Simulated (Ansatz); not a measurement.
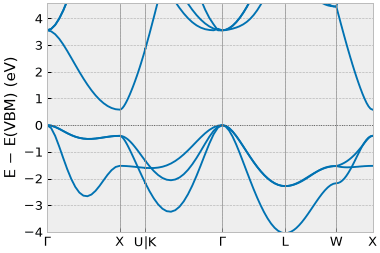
Figure: Band structure from plane-wave PAW r²SCAN (Ansatz code)

### Question
Read off the gap and where the band edges lie.

### Answer
About 0.6 eV (0.58 eV by a search for the band edges); maximum at Γ, minimum at X.

The material is YN (rock salt, Fm-3m).

The r²SCAN relaxation kept the symmetry of its start. The run is not spin-polarised. The volume moved by -25 % from the start of the relaxation. Scalar-relativistic: spin–orbit coupling is off unless named, which matters more the heavier the elements.

Potentials: the later of the program's two PAW sets.
